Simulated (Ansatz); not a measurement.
**Geometry relaxation, with input and output: C₃H₁₁NSi₂ (part 2 of 2)**

C₃H₁₁NSi₂; UKS LDA/STO-3G (Ansatz 0.2.0). It belongs to a series of runs on one base structure; here: start relaxed.

Geometry of the input (Å):
```
Si -0.7766  -1.9080  1.2486
N  0.0033  -0.5664  0.5463
C  0.8916  -0.6258  -0.6152
C  1.3598  0.8420  -0.9556
C  0.0074  1.6750  -0.8472
Si -0.9547  0.8799  0.5930
H  -1.8965  -2.2704  0.3338
H  0.1687  -2.9705  1.3561
H  -1.3370  -1.4912  2.6232
H  1.8331  -1.1959  -0.3426
H  0.4295  -1.0960  -1.4477
H  1.7356  0.9167  -1.9389
H  1.9905  1.2263  -0.2584
H  0.2088  2.7448  -0.6160
H  -0.5855  1.5951  -1.7455
H  -2.3573  0.6538  0.2227
H  -0.7397  1.5901  1.8836
```

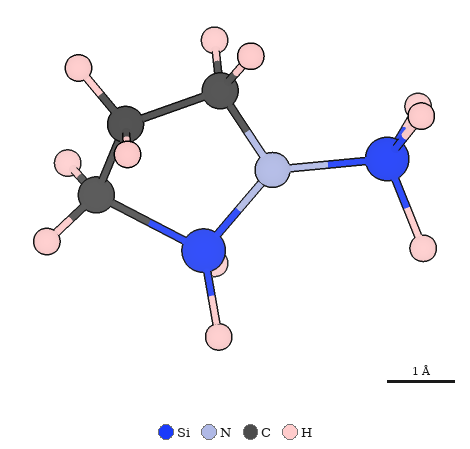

**Figure 1.** The geometry at step 8 of the log (ball-and-stick view, seen at a tilt).

Trajectory as extended XYZ, continued:
```
17
Properties=species:S:1:pos:R:3:forces:R:3 step=4 energy=-20187.70151
Si   -0.7338   -1.9974    1.2643   -0.0406   0.0284  -0.0536
N    -0.0871   -0.5309    0.5742   -0.0924  -0.1665   0.1476
C     0.8270   -0.6191   -0.5854   -0.0620   0.1526  -0.0160
C     1.2710    0.8302   -0.9463    0.0461  -0.0262   0.0011
C     0.0420    1.7668   -0.8345   -0.0140  -0.0567   0.0388
Si   -0.9520    0.9854    0.5479    0.0501   0.2463  -0.1508
H    -1.7809   -2.5956    0.4394    0.0208  -0.0067   0.0218
H     0.3036   -2.9972    1.4336    0.0940   0.0443  -0.0171
H    -1.3201   -1.6548    2.5468   -0.0129   0.0010  -0.0017
H     1.7167   -1.2359   -0.3426    0.0512  -0.0876   0.0244
H     0.3498   -1.0813   -1.4838   -0.0075  -0.0172  -0.0540
H     1.7167    0.8543   -1.9573    0.0130  -0.0003   0.0341
H     2.0441    1.1521   -0.2249   -0.0213  -0.0222  -0.0192
H     0.3490    2.8040   -0.6394    0.0163   0.0139   0.0005
H    -0.5260    1.7550   -1.7761   -0.0355   0.0031  -0.0286
H    -2.3668    0.8640    0.2092   -0.0009  -0.0379   0.0374
H    -0.8719    1.6999    1.8152   -0.0042  -0.0683   0.0353
17
Properties=species:S:1:pos:R:3:forces:R:3 step=5 energy=-20187.71469
Si   -0.7163   -2.0071    1.2748    0.0986   0.0951  -0.0693
N    -0.1344   -0.5191    0.5625   -0.0826  -0.3139   0.0689
C     0.7788   -0.6241   -0.5990   -0.0738   0.0705   0.0513
C     1.2649    0.8131   -0.9448    0.1592  -0.0456  -0.0310
C     0.0650    1.7821   -0.8275   -0.0982   0.0710   0.0121
Si   -0.9665    1.0140    0.5335   -0.0184   0.0727  -0.0158
H    -1.6925   -2.7052    0.4322    0.1124   0.0571   0.0981
H     0.4123   -2.9085    1.4855   -0.1345   0.1038  -0.0229
H    -1.3587   -1.6768    2.5377    0.0332  -0.0283  -0.0861
H     1.6472   -1.2739   -0.3578    0.0124  -0.0330   0.0001
H     0.2875   -1.0661   -1.5014    0.0128   0.0059  -0.0288
H     1.7180    0.8343   -1.9524   -0.0175  -0.0003  -0.0012
H     2.0495    1.1035   -0.2223   -0.0582  -0.0081   0.0115
H     0.3982    2.8072   -0.6090    0.0255  -0.0095  -0.0147
H    -0.4982    1.8078   -1.7735    0.0075  -0.0149   0.0126
H    -2.3814    0.9226    0.1829    0.0173  -0.0097   0.0023
H    -0.8925    1.6957    1.8189    0.0044  -0.0130   0.0128
17
Properties=species:S:1:pos:R:3:forces:R:3 step=6 energy=-20187.71951
Si   -0.7109   -2.0066    1.2783    0.0888   0.0669  -0.0718
N    -0.1500   -0.5220    0.5514   -0.0792  -0.1935   0.0135
C     0.7649   -0.6254   -0.6083   -0.0344   0.0221   0.0401
C     1.2649    0.8098   -0.9413    0.0899  -0.0219  -0.0110
C     0.0680    1.7855   -0.8264   -0.0445   0.0474   0.0028
Si   -0.9695    1.0195    0.5313    0.0069   0.0108  -0.0109
H    -1.6636   -2.7381    0.4418    0.0602   0.0465   0.0579
H     0.4310   -2.8831    1.5030   -0.0797   0.0584   0.0006
H    -1.3672   -1.6755    2.5314    0.0186  -0.0092  -0.0422
H     1.6264   -1.2871   -0.3695   -0.0101  -0.0008  -0.0068
H     0.2745   -1.0553   -1.5179    0.0043   0.0113   0.0011
H     1.7262    0.8354   -1.9449   -0.0101   0.0016   0.0014
H     2.0420    1.0910   -0.2075   -0.0362  -0.0062   0.0012
H     0.4088    2.8084   -0.6079    0.0062  -0.0151  -0.0100
H    -0.4930    1.8138   -1.7738    0.0127  -0.0128   0.0178
H    -2.3843    0.9394    0.1780    0.0142   0.0002   0.0119
H    -0.8873    1.6897    1.8224   -0.0076  -0.0057   0.0044
17
Properties=species:S:1:pos:R:3:forces:R:3 step=7 energy=-20187.72389
Si   -0.6994   -2.0064    1.2889   -0.0130   0.0682  -0.1308
N    -0.2036   -0.5451    0.4892   -0.0469   0.0932   0.1451
C     0.7388   -0.6296   -0.6439   -0.0226  -0.0381  -0.0283
C     1.2655    0.8052   -0.9343   -0.0152   0.0064   0.0426
C     0.0754    1.7918   -0.8196    0.0087  -0.0214  -0.0028
Si   -0.9757    1.0199    0.5275    0.0497  -0.0656  -0.1018
H    -1.6090   -2.8065    0.4748    0.0125  -0.0463   0.0326
H     0.4689   -2.8213    1.5732    0.0182  -0.0252   0.0057
H    -1.3888   -1.6486    2.5145    0.0122   0.0296  -0.0022
H     1.5844   -1.3102   -0.4028    0.0118   0.0051  -0.0019
H     0.2656   -1.0288   -1.5755   -0.0061  -0.0135  -0.0173
H     1.7498    0.8508   -1.9262   -0.0085  -0.0050   0.0071
H     2.0231    1.0608   -0.1733    0.0330   0.0056   0.0107
H     0.4289    2.8102   -0.6014   -0.0228  -0.0040   0.0270
H    -0.4769    1.8251   -1.7712   -0.0243  -0.0028   0.0027
H    -2.3939    0.9749    0.1862   -0.0008   0.0304   0.0023
H    -0.8721    1.6572    1.8342    0.0138  -0.0166   0.0091
17
Properties=species:S:1:pos:R:3:forces:R:3 step=8 energy=-20187.71157 accepted=F
Si   -0.6875   -2.0024    1.2784   -0.0574   0.0192   0.2664
N    -0.2050   -0.5362    0.4895   -0.0703  -0.2411  -0.0934
C     0.7213   -0.6374   -0.6530    0.1942   0.1901   0.0910
C     1.2667    0.7962   -0.9186   -0.0309   0.1001  -0.3862
C     0.0821    1.7916   -0.8206   -0.0420   0.0398   0.1828
Si   -0.9784    1.0234    0.5078   -0.1555  -0.0645   0.2107
H    -1.5862   -2.8483    0.5013   -0.0124   0.0321  -0.0642
H     0.4866   -2.8036    1.5848    0.0126   0.0257  -0.0240
H    -1.3726   -1.6145    2.4982   -0.0120  -0.0619  -0.0076
H     1.5674   -1.3200   -0.4199   -0.0328  -0.0506   0.0152
H     0.2405   -1.0300   -1.5838    0.0026   0.0554  -0.0188
H     1.7436    0.8418   -1.9126    0.0895   0.0073  -0.0342
H     2.0351    1.0452   -0.1633   -0.1057  -0.0510   0.0143
H     0.4121    2.8063   -0.5593    0.1354   0.0295  -0.1093
H    -0.4737    1.8447   -1.7702    0.1088  -0.0309  -0.0050
H    -2.3935    1.0121    0.1521   -0.0123  -0.0406   0.0032
H    -0.8776    1.6307    1.8296   -0.0119   0.0413  -0.0409
17
Properties=species:S:1:pos:R:3:forces:R:3 step=9 energy=-20187.72611
Si   -0.6983   -2.0049    1.2849    0.0130  -0.0183   0.0090
N    -0.2071   -0.5427    0.4896   -0.0103  -0.0084   0.0012
C     0.7335   -0.6301   -0.6456    0.0173  -0.0124  -0.0385
C     1.2658    0.8037   -0.9326   -0.0057   0.0018   0.0360
C     0.0776    1.7917   -0.8178   -0.0036   0.0038  -0.0170
Si   -0.9790    1.0191    0.5212    0.0107   0.0232   0.0114
H    -1.5994   -2.8286    0.4847   -0.0020   0.0089   0.0036
H     0.4740   -2.8143    1.5754    0.0035   0.0089   0.0009
H    -1.3846   -1.6375    2.5096   -0.0048   0.0004  -0.0072
H     1.5784   -1.3124   -0.4060   -0.0050  -0.0018   0.0036
H     0.2594   -1.0265   -1.5784   -0.0059  -0.0048   0.0026
H     1.7505    0.8493   -1.9241   -0.0052  -0.0039   0.0007
H     2.0252    1.0553   -0.1711    0.0050   0.0015  -0.0006
H     0.4281    2.8090   -0.5903   -0.0053  -0.0016   0.0030
H    -0.4743    1.8295   -1.7696   -0.0013   0.0063  -0.0021
H    -2.3975    0.9896    0.1791    0.0025   0.0003  -0.0067
H    -0.8712    1.6492    1.8311   -0.0029  -0.0039   0.0000
17
Properties=species:S:1:pos:R:3:forces:R:3 step=10 energy=-20187.72653
Si   -0.6932   -2.0047    1.2892   -0.0008  -0.0038   0.0030
N    -0.2168   -0.5455    0.4805    0.0245  -0.0089  -0.0159
C     0.7260   -0.6324   -0.6542   -0.0139   0.0147   0.0099
C     1.2650    0.8011   -0.9303    0.0054   0.0050  -0.0037
C     0.0810    1.7942   -0.8146    0.0029  -0.0015   0.0024
Si   -0.9812    1.0196    0.5188   -0.0039   0.0019  -0.0086
H    -1.5854   -2.8432    0.4950    0.0015  -0.0034   0.0012
H     0.4874   -2.7982    1.5900    0.0007   0.0015  -0.0006
H    -1.3869   -1.6328    2.5081   -0.0001   0.0020  -0.0011
H     1.5672   -1.3202   -0.4176   -0.0090  -0.0002   0.0093
H     0.2506   -1.0208   -1.5897   -0.0044  -0.0029   0.0005
H     1.7516    0.8496   -1.9207    0.0023   0.0006  -0.0023
H     2.0245    1.0456   -0.1664   -0.0032  -0.0035   0.0013
H     0.4347    2.8089   -0.5810    0.0025  -0.0012   0.0018
H    -0.4683    1.8393   -1.7676   -0.0014   0.0006   0.0017
H    -2.3975    0.9978    0.1676   -0.0035   0.0018   0.0028
H    -0.8778    1.6411    1.8332    0.0004  -0.0025  -0.0017
17
Properties=species:S:1:pos:R:3:forces:R:3 step=11 energy=-20187.72672
Si   -0.6878   -2.0044    1.2929   -0.0032  -0.0006  -0.0048
N    -0.2293   -0.5488    0.4679    0.0067  -0.0011   0.0018
C     0.7159   -0.6337   -0.6640    0.0002  -0.0042   0.0096
C     1.2648    0.7984   -0.9290   -0.0066   0.0021  -0.0073
C     0.0855    1.7971   -0.8111    0.0016  -0.0044  -0.0003
Si   -0.9854    1.0198    0.5138   -0.0042  -0.0059   0.0071
H    -1.5662   -2.8657    0.5072    0.0061   0.0048   0.0047
H     0.5026   -2.7788    1.6067   -0.0042   0.0048  -0.0022
H    -1.3893   -1.6257    2.5052    0.0004  -0.0006  -0.0007
H     1.5517   -1.3282   -0.4273   -0.0040   0.0032  -0.0024
H     0.2408   -1.0145   -1.6028    0.0040   0.0038  -0.0007
H     1.7558    0.8510   -1.9171    0.0015   0.0001   0.0003
H     2.0221    1.0333   -0.1599   -0.0033  -0.0029  -0.0029
H     0.4439    2.8084   -0.5701   -0.0003  -0.0016   0.0020
H    -0.4610    1.8509   -1.7654    0.0043   0.0013   0.0004
H    -2.4013    1.0087    0.1602    0.0014   0.0019  -0.0022
H    -0.8818    1.6315    1.8329   -0.0001  -0.0007  -0.0022
```

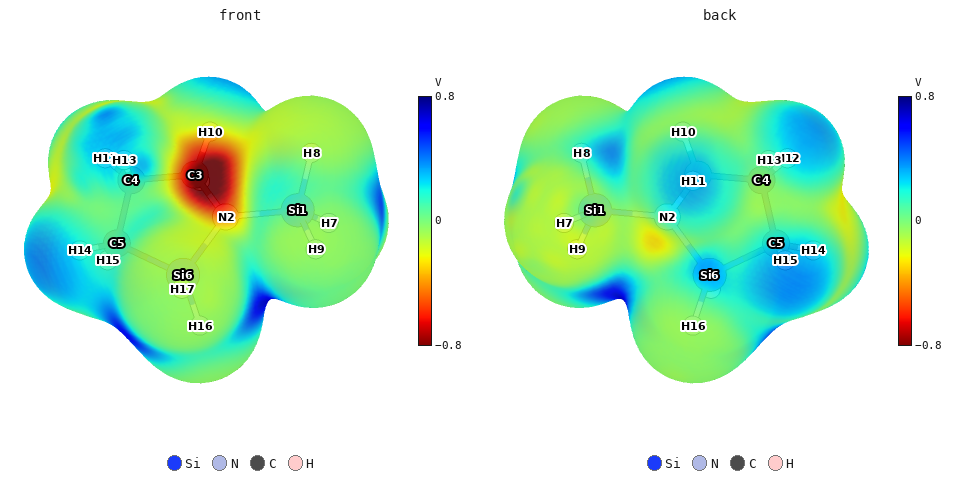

**Figure 2.** The molecular electrostatic potential painted on the density surface at 0.001 e/bohr³, seen at a tilt and from behind; the colour scale runs from red (negative) to blue (positive).

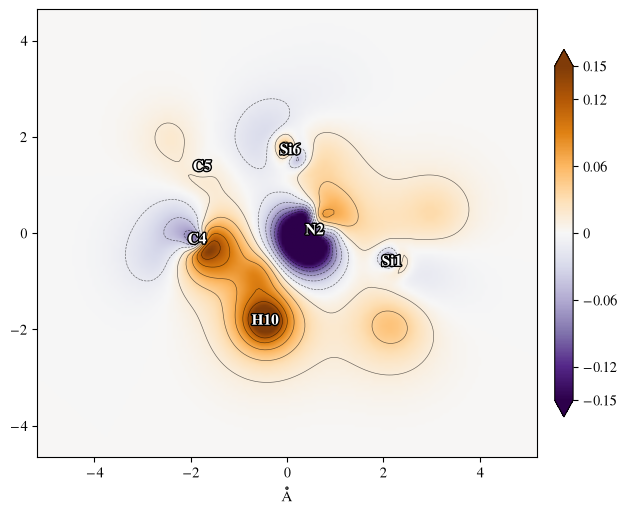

**Figure 3.** The HOMO (β) on the plane of atoms Si1, N2 and Si6 (values in Å⁻³ᐟ²; the overall sign is arbitrary). Its energy is −1.38 eV.

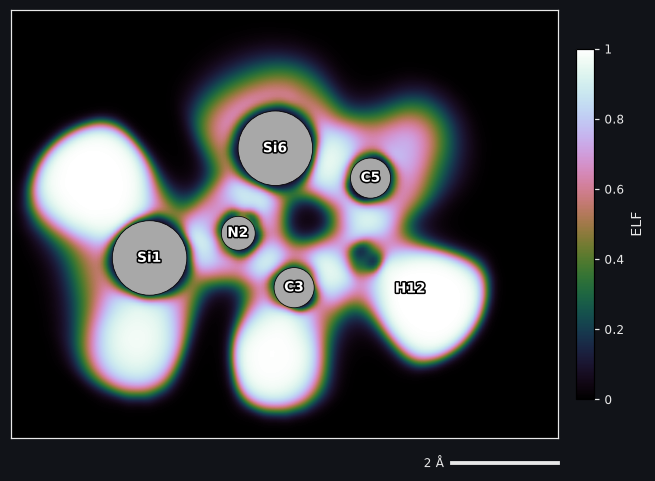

**Figure 4.** ELF on the plane of atoms N2, Si6 and C5. Grey discs, where drawn, cover atomic cores. C–N (1.48 Å): the ELF peaks at about 0.90 between the atoms, which marks a shared electron pair.

Key numbers:

```tsv
quantity	value
outcome	converged
total energy	−20187.7267 eV
mean-field energy	−20187.7267 eV
largest force (length of the vector) at the end	0.010 eV/Å
wall time	43 s
peak memory	0.15 GiB
```
